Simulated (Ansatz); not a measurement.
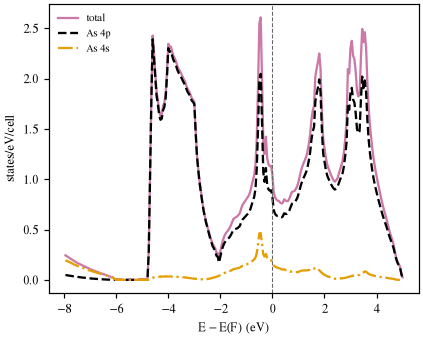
Total and projected density of states of As (diamond, Fd-3m), the program Ansatz at the PBE level (PAW)

Problem. Which orbitals carry the states next to the Fermi level?

Solution. Within 0.5 eV of the Fermi level: As 4p 79 %, As 4s 17 %. Projections are on Löwdin-orthogonalised atomic valence shells; empty p or d shells of many metals are not among them.

Problem. Where is the tallest occupied peak in this window, and what makes it?

Solution. Near -0.4 eV, about 2.6 states/eV per cell; the largest projected share is As 4p.

The start of the workflow was typed in or built on a structure type; neither database checked (COD, Materials Project) lists it. It is not the phase usual at ambient conditions (space group No. 166). The PBE relaxation kept the symmetry of its start; its stability against distortions is not shown here. Scalar-relativistic: spin–orbit coupling is off unless named, which matters more the heavier the elements.

Potentials: the earlier of the program's two PAW sets.
